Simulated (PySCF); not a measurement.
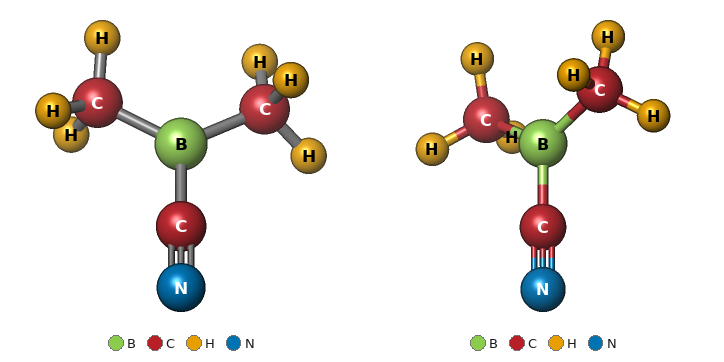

Two views of one molecule.

Computed geometry: PBE0-D3(BJ)/def2-SVP optimisation. No frequency run is at hand to confirm it as a minimum.

Question: Which formula does it have?

Answer: C₃H₆BN, 11 atoms: 3 carbon, 6 hydrogen, 1 boron and 1 nitrogen.

Question: How many sets of symmetry-equivalent atoms are there?

Answer: 7: 1 B, 2 C, 2 H, 2 H, 2 H, 1 C, 1 N.

Question: Count the bonded pairs by element.

Answer: 6 C–H, 3 C–B, 1 C–N.

More results for the same structure follow; atom numbers are the same in all pictures, views and colours differ.

Geometry

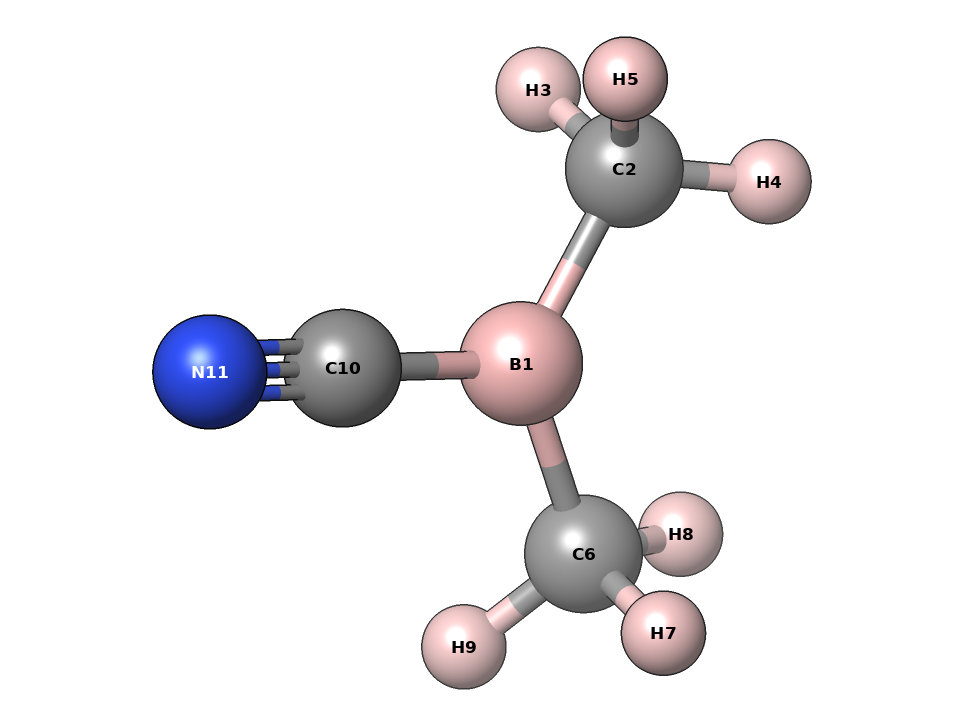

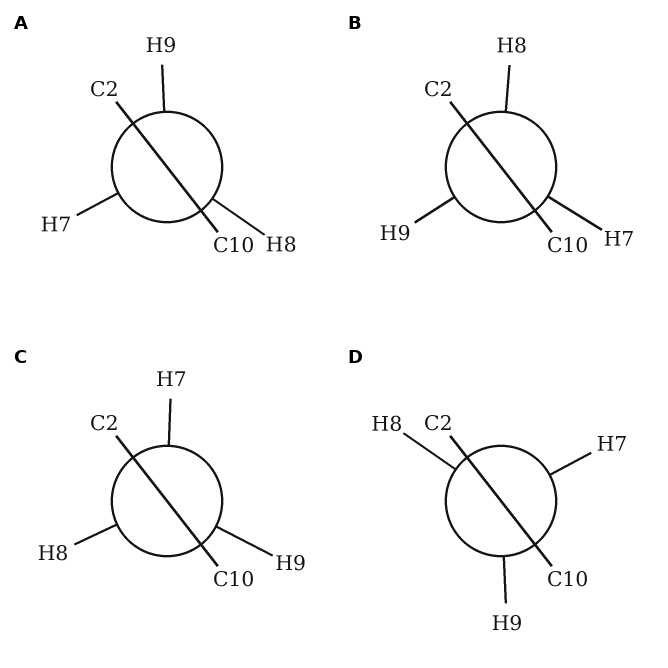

Depth is shown by fading: the farther an atom, the more it takes the colour of the background. Bonds that would overlap in a projection are set slightly apart. No frequency run is at hand to confirm it as a minimum.

Question: Which Newman projection shows the view along B1–C6, with B1 in front?

Answer: D. The torsion angle C2–B1–C6–H7 is 100°, about perpendicular.

Spin–spin coupling

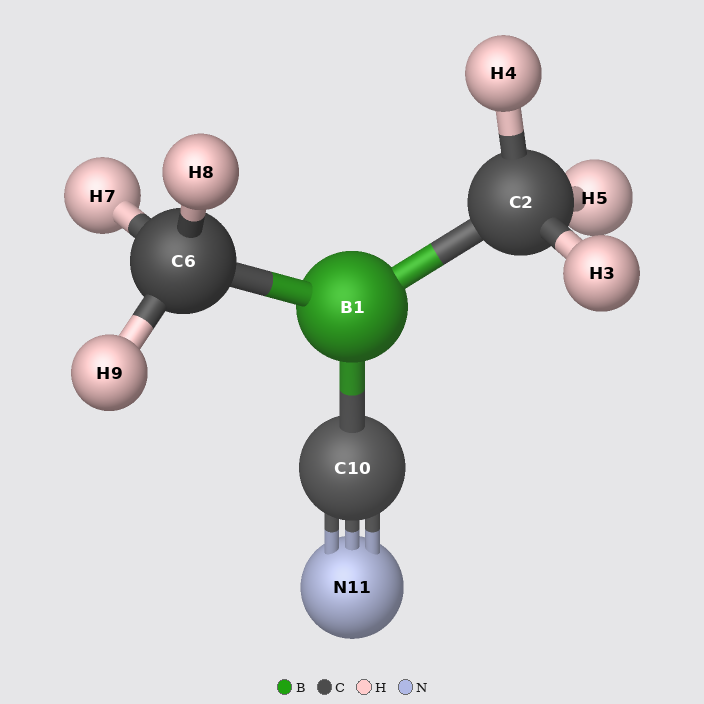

No frequency run is at hand to confirm it as a minimum. Method: B3LYP/pcJ-1 indirect spin-spin coupling, non-relativistic, gas phase (PySCF 2.14.0). Isotopes: 11B, 13C, 1H, 15N.

Give the spin–spin coupling constants of these pairs, with the number of bonds between them: B1/C6, B1/N11, B1/H5, B1/H4, B1/H3.

```csv
pair,bonds apart,J (Hz)
"B1, C6",1,55.8
"B1, N11",2,−0.7
"B1, H5",2,−5.2
"B1, H4",2,−4.1
"B1, H3",2,−5.0
```

NMR shielding

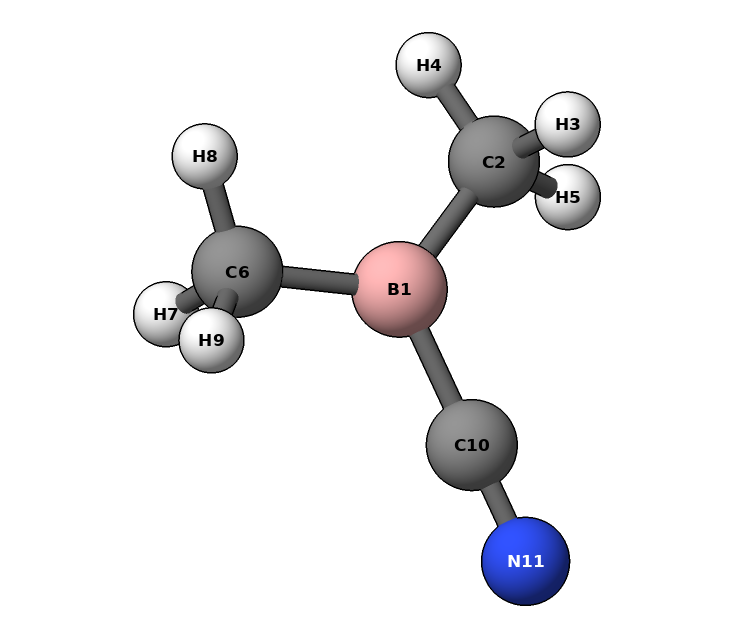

No frequency run is at hand to confirm it as a minimum. Level of theory: GIAO PBE0/pcSseg-1 NMR shielding, non-relativistic, gas phase (PySCF 2.14.0). Principal shieldings σ11 ≤ σ22 ≤ σ33, span Ω = σ33 − σ11, skew κ = 3(σiso − σ22)/Ω.

Give the shielding tensors of the N atoms.

| atom | σ11 | σ22 | σ33 | σiso | Ω | κ |
| --- | --- | --- | --- | --- | --- | --- |
| N11 | −297.7 | −235.4 | 177.7 | −118.4 | 475.4 | 0.74 |

Shieldings and span in ppm.

Levels of theory compared

No frequency run is at hand to confirm it as a minimum. Program: PySCF 2.14.0.

Tabulate HOMO energy (eV), HOMO–LUMO gap (eV) at these levels: B3LYP/def2-SVPD; B3LYP/pcJ-1; B3LYP/pcSseg-1; PBE0/pcSseg-1.

```csv
level,HOMO energy (eV),HOMO–LUMO gap (eV)
B3LYP/def2-SVPD,−9.03,6.64
B3LYP/pcJ-1,−8.99,6.65
B3LYP/pcSseg-1,−8.98,6.65
PBE0/pcSseg-1,−9.23,7.09
```
